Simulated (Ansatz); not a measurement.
AsP$_{3}$ (quintet)

```xyz
4

P    -0.2158    1.6598   -0.2659
P     0.8471   -0.1827    0.1176
P    -0.4058   -0.1119   -1.6416
As   -0.2256   -1.3653    1.7899
```

Geometry: r2SCAN-D4/def2-SVP.

Level of theory: UKS PBE0-D4/def2-TZVP in Ansatz 0.2.0.

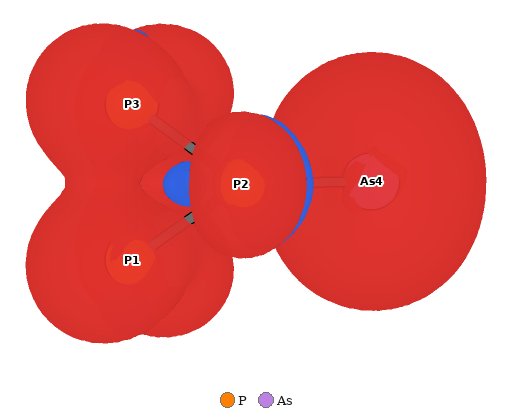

Figure 1. Isosurfaces of the spin density (α minus β) at +0.02 (red) and −0.02 e/Å³ (blue), seen across its widest extent.

Question: Where is the unpaired spin?

Answer: The unpaired spin (4 electrons) lies mostly on As4 (about 1.9), P1 (about 0.9), P3 (about 0.9) and P2 (about 0.3), in electrons by Hirshfeld's partition.

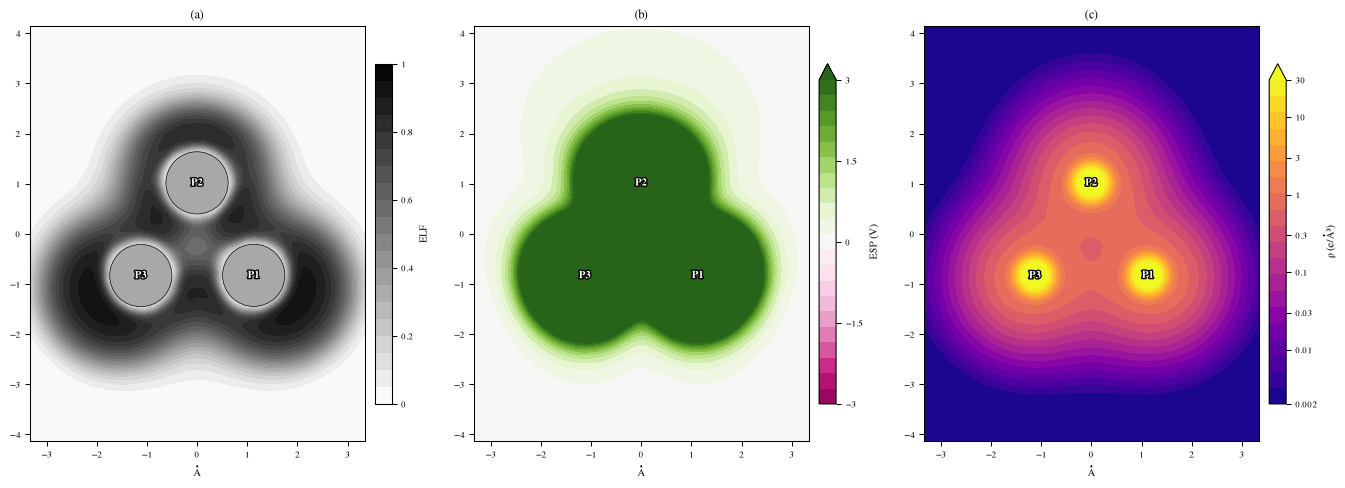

Figure 2. (a) electron localisation function; (b) molecular electrostatic potential; (c) electron density on the plane of atoms P1, P3 and P2. Grey discs cover the atomic cores in the ELF map.

Question: Describe what can be read from this map.

Answer: Atoms in the plane: P. P–P (2.16 Å): ρ at the midpoint is about 0.78 e/Å³; the ELF peaks at about 0.80 between the atoms: localised, covalent bonding. P–P (2.25 Å): ρ is about 0.7 e/Å³ halfway; the ELF peaks at about 0.80 between the atoms (localised, covalent bonding). The ELF also peaks beside P1 and P3, away from the bonds: non-bonding electrons, paired or unpaired. The potential has no marked negative region in this plane.

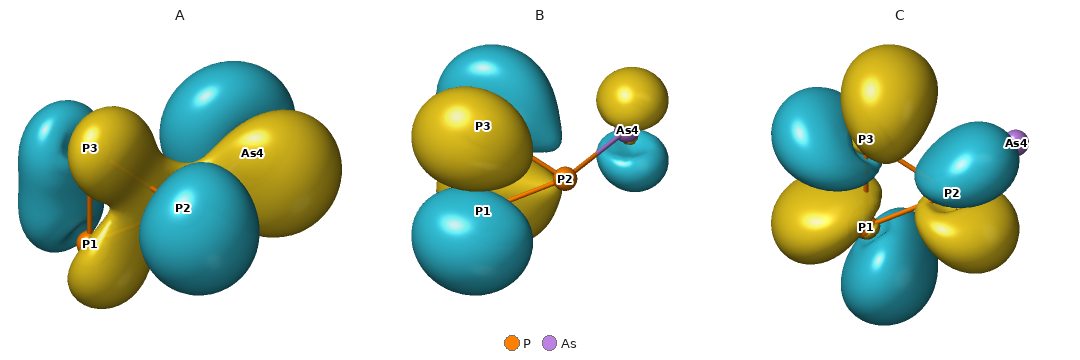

Figure 3. Three frontier orbitals at ±0.08 Å⁻³ᐟ² (yellow and cyan are the two phases), in no order.

Question: Which picture is the HOMO−1, the HOMO and the LUMO? All are α orbitals.

Answer: A is the HOMO−1 (α) (−6.73 eV). It lies mainly on As4 (about 45 %), P2 (about 30 %), P1 (about 10 %) and P3 (about 10 %). B is the HOMO (α) (−5.80 eV). Its weight (Hirshfeld) is mainly on P1 (about 45 %), P3 (about 45 %) and As4 (about 10 %); π-antibonding (π*) across P1–P3. C is the LUMO (α) (−0.90 eV). It lies mainly on P1 (about 35 %), P3 (about 35 %) and P2 (about 20 %).

Question: What is the gap between the highest occupied and lowest empty α orbitals?

Answer: 4.90 eV between the orbital energies.
